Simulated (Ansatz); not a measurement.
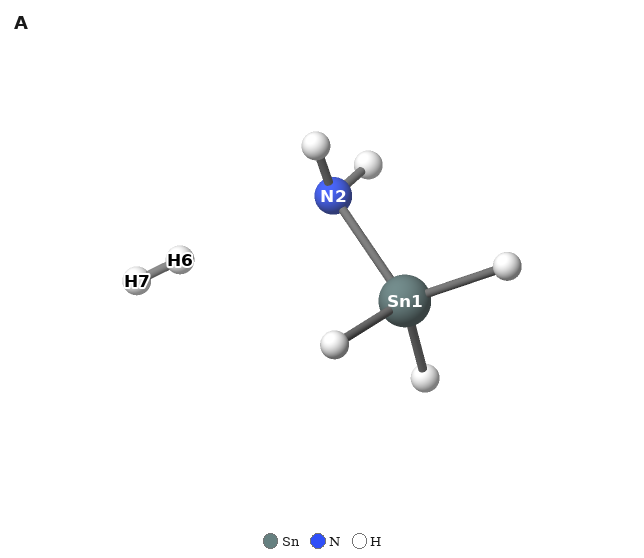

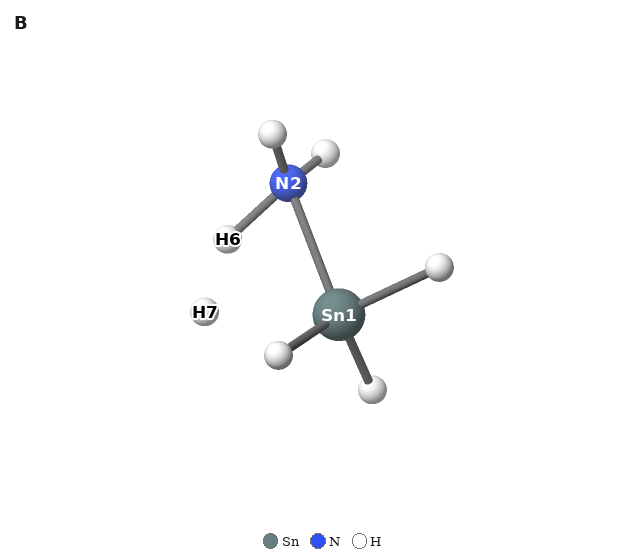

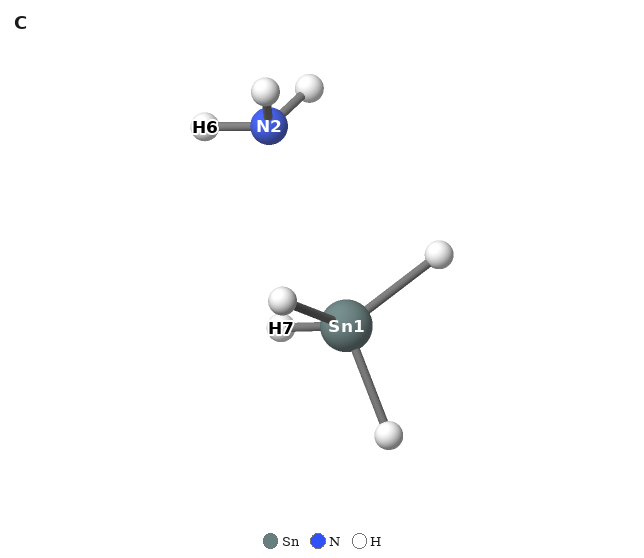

Three stationary points along one reaction path, in mixed order. Sticks follow a distance rule, so a partial bond may show as a full stick or not at all. The species is neutral and a spin singlet. Geometries: PBE0-D4/def2-TZVP; all other levels are single points on them, and energies count from the start as drawn. Program: Ansatz 0.2.0, core potentials on Sn. In CBS estimates cores are frozen, and CCSD(T) − MP2 is taken in the smaller basis.

**Which panel shows the transition state?**

B.

**Which bonds form and which break from A to C?**

Formed: Sn1–H7, N2–H6; broken: Sn1–N2, H6–H7. At the saddle point Sn1···H7 is 2.22 Å, N2···H6 is 1.24 Å, Sn1···N2 is 2.18 Å, H6···H7 is 1.10 Å.

Give the electronic barrier and the reaction energy from A to C in kJ/mol (no zero-point energy) with CCSD(T)/CBS (MP2 limit from def2-TZVPP and def2-QZVPP plus CCSD(T) − MP2); ωB97X-V/def2-TZVPP.

```csv
level,barrier,reaction energy
CCSD(T)/CBS (MP2 limit from def2-TZVPP and def2-QZVPP plus CCSD(T) − MP2),155.6,−37.4
ωB97X-V/def2-TZVPP,153.6,−45.4
```
